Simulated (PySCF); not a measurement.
```yaml
atoms:
  - { symbol: C, position_ang: [-1.3648, 1.5485, -0.7774] }
  - { symbol: C, position_ang: [-0.7251, 0.7416, 0.2697] }
  - { symbol: C, position_ang: [-0.6247, -0.4231, 0.8650] }
  - { symbol: C, position_ang: [-1.0613, -1.8224, 0.9422] }
  - { symbol: P, position_ang: [0.5203, 0.8030, 1.6187] }
  - { symbol: C, position_ang: [2.1627, 0.4778, 0.6637] }
  - { symbol: C, position_ang: [1.9671, -0.4047, -0.4355] }
  - { symbol: N, position_ang: [1.7452, -1.1203, -1.3020] }
  - { symbol: H, position_ang: [-0.6459, 1.7561, -1.5703] }
  - { symbol: H, position_ang: [-1.7064, 2.5004, -0.3727] }
  - { symbol: H, position_ang: [-2.2098, 1.0082, -1.2019] }
  - { symbol: H, position_ang: [-0.3158, -2.4570, 0.4622] }
  - { symbol: H, position_ang: [-2.0119, -1.9477, 0.4253] }
  - { symbol: H, position_ang: [-1.1634, -2.1379, 1.9795] }
  - { symbol: H, position_ang: [2.8763, 0.0454, 1.3707] }
  - { symbol: H, position_ang: [2.5500, 1.4409, 0.3190] }
```

Geometry: GFN2-xTB.

These are results of PBE0/def2-SVPD, SCF density, gas phase in PySCF 2.14.0, not measurements.

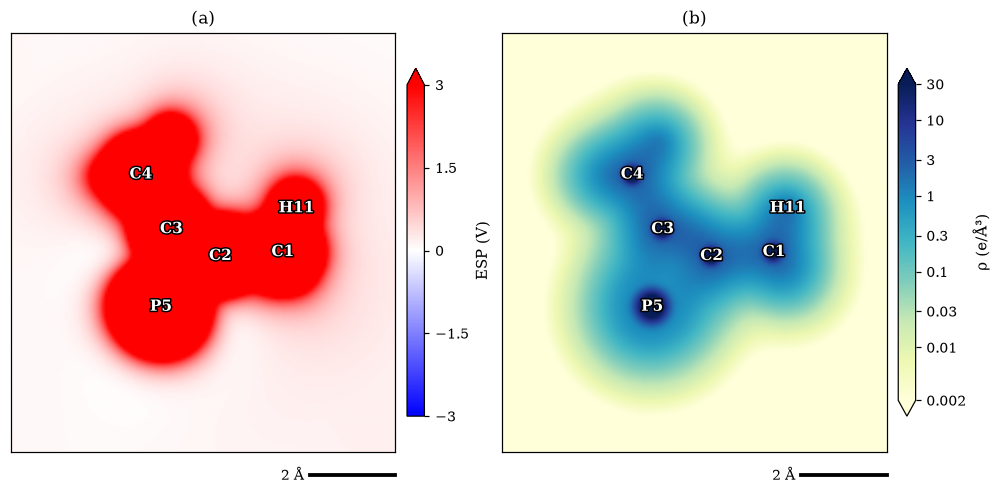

C6H8NP (SMILES CC1=C(C)P1CC#N). (a) molecular electrostatic potential; (b) electron density on the plane of atoms C3, C2 and P5.

**Interpret the plot.**

- The plane passes through C, P and H nuclei.
- C–C (1.31 Å): ρ at the midpoint is about 2.3 e/Å³.
- C–P (1.84 Å): the density is about 1 e/Å³ at the midpoint.
- C–H (1.09 Å): the density is about 1.9 e/Å³ at the midpoint.
- C–C (1.47 Å): ρ is about 1.8 e/Å³ halfway.
- The potential has no marked negative region in this plane.
